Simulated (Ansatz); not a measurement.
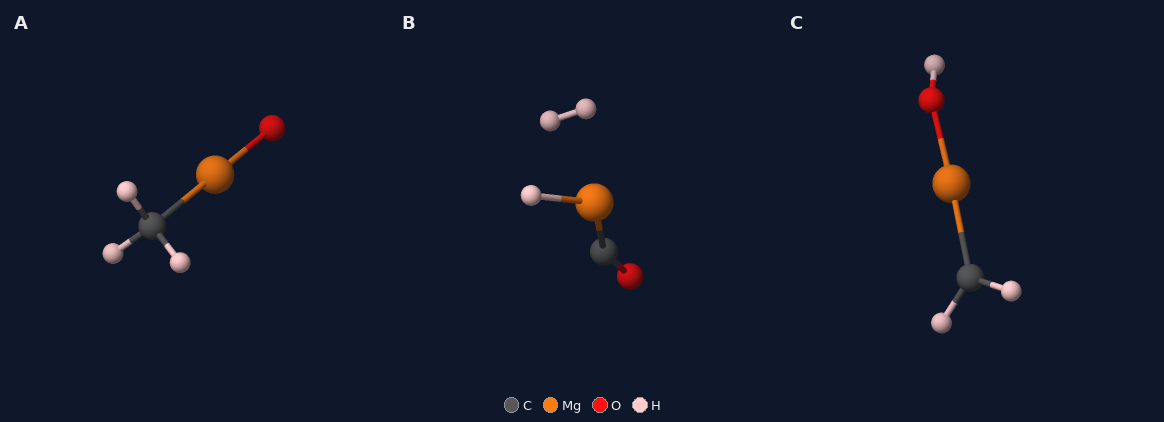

3 stationary structures of one formula. State: neutral, doublet. Geometries: PBE-D4/def2-SVP. Electronic energies: PBE-D4/def2-SVP (Ansatz 0.2.0), without zero-point energy. No frequency run is at hand to confirm each as a minimum.

Question: Which structure is the most stable?

Answer: C is lowest; A lies 82.8 kJ/mol above it, B lies 142.6 kJ/mol above it.
